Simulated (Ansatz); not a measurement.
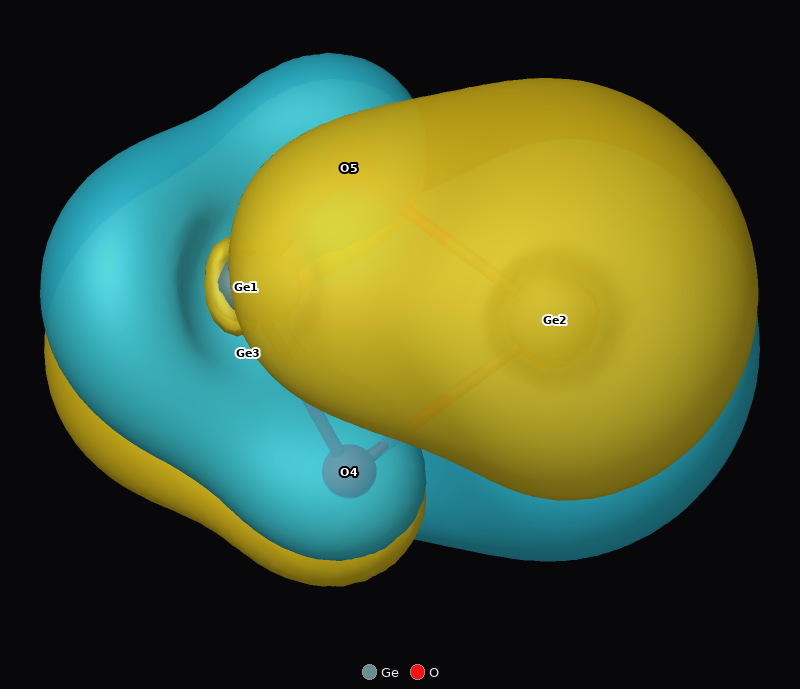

Figure 1: Ge$_{3}$O$_{2}$ (triplet). The HOMO (α) at ±0.06 Å⁻³ᐟ² (yellow and cyan are the two phases), seen from one side.

Geometry: B3LYP-D4/def2-SVP.

All numbers below come from UKS PBE0-D4/def2-TZVP in Ansatz.

```xyz
5

Ge    1.3738    0.0858    0.7968
Ge   -0.1749    0.7873   -1.3710
Ge   -1.1988   -0.8731    0.5743
O     0.4072   -0.9534   -0.5993
O    -0.4072    0.9534    0.5992
```

Where does this orbital lie, and at what energy?

It lies mainly on Ge2 (about 50 %), Ge1 (about 15 %), Ge3 (about 15 %), O4 (about 5 %) and O5 (about 5 %). It is one of a degenerate set, so its orientation is arbitrary. Its energy is −5.45 eV.
